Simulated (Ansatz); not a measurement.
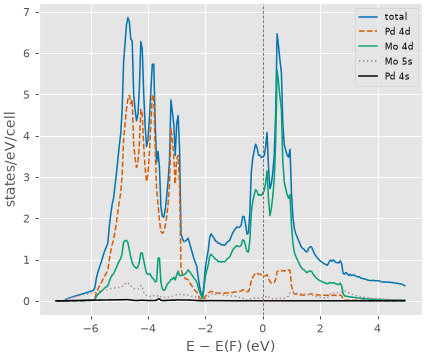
Figure: Total and projected density of states of MoPd (rock salt, Fm-3m), plane-wave PAW PBE (Ansatz code)

Q: Which orbitals carry the states next to the Fermi level?

A: Within 0.5 eV of the Fermi level: Mo 4d 76 %, Pd 4d 16 %, outside the projected shells 6 %. Projections are on Löwdin-orthogonalised atomic valence shells; empty p or d shells of many metals are not among them.

Q: Where is the tallest occupied peak in this window, and what makes it?

A: Near -4.7 eV, about 6.9 states/eV per cell; the largest projected share is Pd 4d.

The start of the workflow was typed in or built on a structure type; neither database checked (COD, Materials Project) lists it. Whether it is the stable phase at ambient conditions was not checked. The cell was relaxed with PBE under the symmetry of its start; whether a distortion lowers the energy is not shown. No spin polarisation was allowed. The volume moved by 17 % from the start of the relaxation. Its formation energy is positive at this level, so the cell may be metastable or incomplete. Spin–orbit coupling is left out wherever it is not named.

Potentials: the earlier of the program's two PAW sets.
